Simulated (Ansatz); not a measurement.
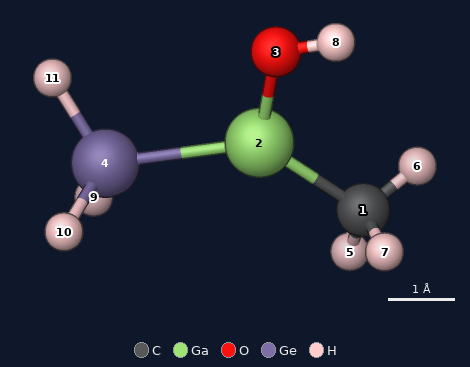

The structure as given in the input (ball-and-stick view, seen at a tilt; atoms are numbered from 1 in the order of the input). Sticks mark near contacts.

# Single-point calculation, with input and output: CH7GaGeO

CH7GaGeO, SMILES [CH3][Ga]([OH])[GeH3], computed with RKS B2PLYP/STO-3G (Ansatz 0.2.0).

The geometry comes from this level: PBE0-D4/def2-TZVP. Figures and captions count atoms from 1; the log counts them from 0 in places.

**Log**
```
Functional definition: B2PLYP
  name "B2PLYP"
  cite "Grimme, J. Chem. Phys. 124, 034108 (2006) doi:10.1063/1.2148954"
  cite "Becke, Phys. Rev. A 38, 3098 (1988) doi:10.1103/PhysRevA.38.3098"
  cite "Lee, Yang & Parr, Phys. Rev. B 37, 785 (1988) doi:10.1103/PhysRevB.37.785"
  parameter a = 0.53
  parameter c = 0.27
  exchange = (1 - a)*b88_x + a*exact_x
  correlation = (1 - c)*lyp_c + c*(mp2_os + mp2_ss)
895 factors; integrals over basis functions are off by at most 3.1e-8 eV
mean field evaluation 1: about -110589.1769 eV, gradient 2.8e2 eV
mean field evaluation 2: about -110589.2940 eV, gradient 2.8e2 eV
mean field evaluation 4: about -110648.0380 eV, gradient 1.1e2 eV
mean field evaluation 8: about -110760.9469 eV, gradient 5.8e0 eV
mean field evaluation 16: about -110761.0840 eV, gradient 6.1e-3 eV
mean field evaluation 32: about -110761.0840 eV, gradient 2.0e-5 eV
mean field evaluation 64: about -110752.6191 eV, gradient 5.1e1 eV
mean field evaluation 96: about -110661.0241 eV, gradient 1.4e2 eV
mean field evaluation 128: about -110734.0671 eV, gradient 2.8e1 eV
mean field -110761.08398265 eV, -4070.3947598032 hartree, gradient 6.3e-8 eV, S^2 0.000000; 6 other end points of the search recorded, 0 dependent functions left out; unrestricted orbitals would lower it
20 core orbitals not correlated: weight in the atoms' cores, before any rotation towards them, 1.000 or more for the frozen orbitals, at most 0.000 for the correlated occupied ones
reference -110761.08400771 eV, -4070.3947607243 hartree; 22, 22 occupied and 11, 11 virtual orbitals, 895 factors
second order -8.34947588 eV of doubles, -0.00000000 eV of singles
the calculation of the forces begins
Total energy: -110763.33836620 eV, -4070.4776068707 hartree
Atom 0 at    -0.164226     1.912847     0.391789 Å, force     1.009842    -2.616172    -0.032275 eV/Å
Atom 1 at     0.331484     0.010379     0.289488 Å, force     2.019990    -0.710411     1.455877 eV/Å
Atom 2 at     1.752332    -0.530718     1.249324 Å, force    -5.032070    -1.487132    -4.316546 eV/Å
Atom 3 at    -0.651684    -1.813835    -0.990774 Å, force     0.168685     0.005130    -0.047317 eV/Å
Atom 4 at    -1.168309     2.091390     0.005484 Å, force    -0.195013     0.106891    -0.034367 eV/Å
Atom 5 at    -0.114816     2.268377     1.423595 Å, force    -0.078579     0.237764     0.172924 eV/Å
Atom 6 at     0.539067     2.505904    -0.199723 Å, force     0.040222     0.240867    -0.072198 eV/Å
Atom 7 at     2.175238     0.166761     1.755001 Å, force     1.197861     2.731154     1.637503 eV/Å
Atom 8 at    -2.180344    -1.659304    -1.108838 Å, force     2.125947    -0.254065     0.170824 eV/Å
Atom 9 at    -0.094132    -1.821084    -2.427554 Å, force    -0.803514    -0.066844     1.980167 eV/Å
Atom 10 at    -0.359110    -3.187816    -0.367292 Å, force    -0.453371     1.812817    -0.914593 eV/Å
Dipole moment:     0.179184     0.239635     0.190584 e Å
```

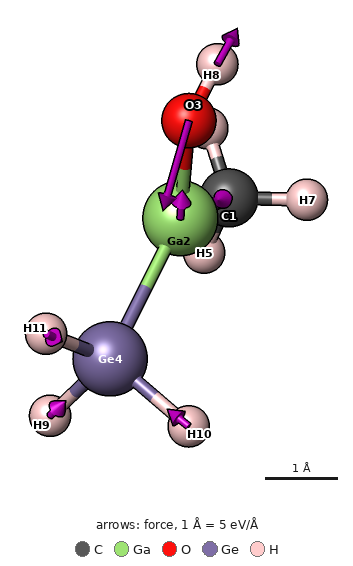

Forces on the atoms as pink arrows (ball-and-stick view, seen at an oblique angle; atoms are numbered from 1 in the order of the input); the smallest are left out. The largest act on O3 (6.79 eV/Å); H8 (3.40 eV/Å); C1 (2.80 eV/Å); Ga2 (2.59 eV/Å), among others. The geometry is not a stationary point of this energy.

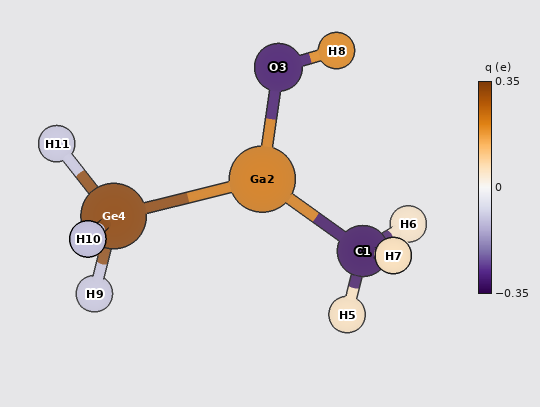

Mulliken charges, as the colour of each atom (ball-and-stick view, seen on its broad side; atoms are numbered from 1 in the order of the input; Mulliken charges depend strongly on the basis). By element: C −0.33, Ga +0.23, O −0.31, Ge +0.33 and H −0.10 to +0.21 e.

This output came from the following input.

**The input**
```yaml
crystal:
  periodic: [false, false, false]
  atoms:
    - {symbol: C, position_ang: [-0.164226, 1.912847, 0.391789]}
    - {symbol: Ga, position_ang: [0.331484, 0.010379, 0.289488]}
    - {symbol: O, position_ang: [1.752332, -0.530718, 1.249324]}
    - {symbol: Ge, position_ang: [-0.651684, -1.813835, -0.990774]}
    - {symbol: H, position_ang: [-1.168309, 2.091390, 0.005484]}
    - {symbol: H, position_ang: [-0.114816, 2.268377, 1.423595]}
    - {symbol: H, position_ang: [0.539067, 2.505904, -0.199723]}
    - {symbol: H, position_ang: [2.175238, 0.166761, 1.755001]}
    - {symbol: H, position_ang: [-2.180344, -1.659304, -1.108838]}
    - {symbol: H, position_ang: [-0.094132, -1.821084, -2.427554]}
    - {symbol: H, position_ang: [-0.359110, -3.187816, -0.367292]}
basis:
  gaussian: {orbitals: STO-3G}
hamiltonian: {xc: {name: B2PLYP}}
accuracy: high
output: {forces: true}
```

Command:
```bash
ansatz run in.yaml --threads 4 --pin off --events-out ev --progress --plain --max-ram 10444MiB
```

**Key numbers**

| quantity | value |
| --- | --- |
| outcome | converged |
| total energy | −110763.3384 eV |
| mean-field energy | −110761.0840 eV |
| SCF solution under orbital rotations | stable within restricted orbitals |
| largest force (length of the vector) | 6.795 eV/Å |
| dipole moment | 1.70 D |
| hardware | 4 threads of Arm Neoverse V1, 23 GiB of memory available, shared host |
| wall time | 11 s (CPU time 39 s) |
| peak memory | 0.47 GiB |
